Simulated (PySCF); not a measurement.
C4H6GeO2S

The calculation's input:

```
{"job": {"kind": "uv", "xc": "CAM-B3LYP", "basis": "def2-SVPD", "nstates": 8, "ntriplets": 3}, "charge": 0, "multiplicity": 1}
O      3.404663    -0.313234    -0.324412
C      2.363153    -0.081021     0.215264
O      2.234416     0.277876     1.485845
Ge     0.544166    -0.182757    -0.637833
C     -0.890900    -0.990211     0.507237
C     -1.954205     0.045494     0.674794
C     -1.849782     1.258985     0.157919
S     -0.463028     1.798386    -0.789913
H      3.095011     0.361758     1.934730
H      0.731907    -0.808485    -2.016289
H     -0.488695    -1.276589     1.481707
H     -1.300544    -1.890861     0.046672
H     -2.828331    -0.223337     1.250609
H     -2.598509     2.023523     0.271529
```

Command:

```sh
OMP_NUM_THREADS=1 python probes_run.py task.json out
```

Geometry: GFN2-xTB.

These are results of CAM-B3LYP/def2-SVPD, SCF density, gas phase in PySCF 2.14.0, not measurements.

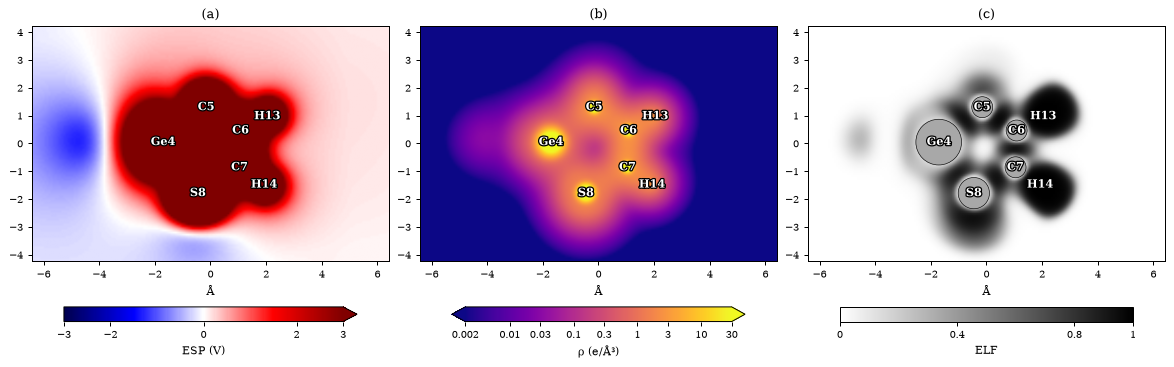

Figure 1. (a) electrostatic potential; (b) total electron density; (c) ELF on the plane of atoms Ge4, C5 and C6. Grey discs cover the atomic cores in the ELF map.

Describe what can be read from this map.

Answer. The section cuts through Ge, C, S and H sites.
C–C (1.32 Å): ρ is about 2.3 e/Å³ halfway; the ELF peaks at about 0.95 between the atoms (a multiple bond).
C–S (1.76 Å): ρ at the midpoint is about 1.3 e/Å³; the ELF peaks at about 0.95 between the atoms (localised, covalent bonding).
C–Ge (2.01 Å): the density is about 0.83 e/Å³ at the midpoint; the ELF peaks at about 0.95 in the valence shell of C, 0.8 Å from its nucleus, and is about 0.75 at the midpoint.
Ge–S (2.23 Å): ρ is about 0.72 e/Å³ halfway; the ELF peaks at about 0.90 in the valence shell of S, 0.9 Å from its nucleus, and is about 0.80 at the midpoint.
The ELF also peaks beside S8, away from the bonds: lone-pair regions.
Outside the dense part of the molecule the potential is most negative (−1.3 V) near O1, which lies off the plane.

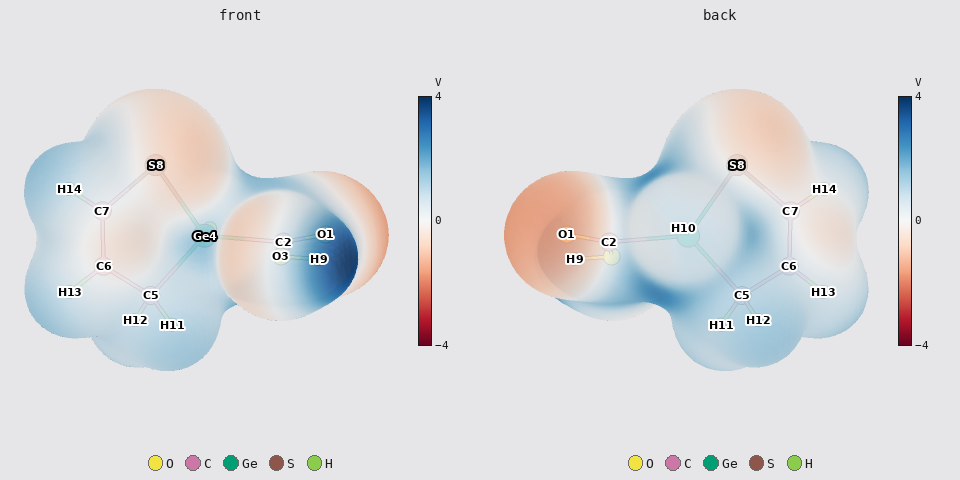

Figure 2. The electrostatic potential painted on the density surface at 0.004 e/bohr³, seen from the front and from behind; red is negative and blue positive.

Which sites attract a positive test charge, and which a negative one?

Answer. A positive charge is drawn to the negative regions and a negative charge to the positive ones. The most negative region (about −1.6 V) lies over O1, the most positive (about +3.8 V) over H9. O1 is the likeliest acceptor of a hydrogen bond.

What dipole moment does the calculation give?

Answer. Its dipole moment is 2.87 D.
